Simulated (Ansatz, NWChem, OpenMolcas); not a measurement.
**Strength of the N–Mg bond: MgH(NH2) → MgH + NH2**

Species: MgH(NH2), singlet; MgH, doublet; NH2 `[NH2]`, doublet. 

Shapes, held fixed at every level: PBE0-D4/def2-TZVP. Programs: Ansatz 0.2.0, NWChem 7.3.0, OpenMolcas 26.06. A level may come from different programs for different species; with the same settings they agree closely. Electronic energies: no zero-point or thermal term.

```csv
level,kind,ΔE (kJ/mol)
HF/STO-3G,Hartree–Fock,+442.3
HF/3-21G,Hartree–Fock,+257.5
HF/def2-SVP,Hartree–Fock,+236.9
PBE0/def2-SVP,global hybrid,+353.6
B3LYP/6-31G* (Cartesian functions),global hybrid,+335.3
```

B3LYP/6-31G* (Cartesian functions) gives ΔE = +335.3 kJ/mol; the levels span +236.9 to +442.3. The median of the levels is +335.3. No measured value is set beside it here. Open shells run unrestricted. Rows in sets without polarisation functions are far from converged.

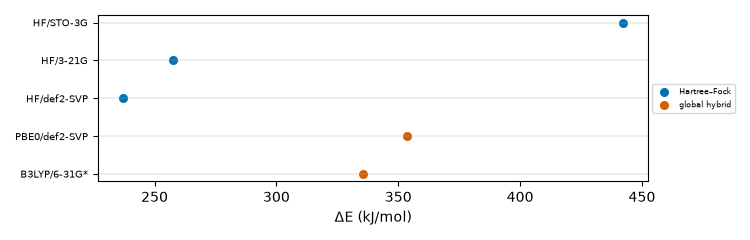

The values of the table, level by level.
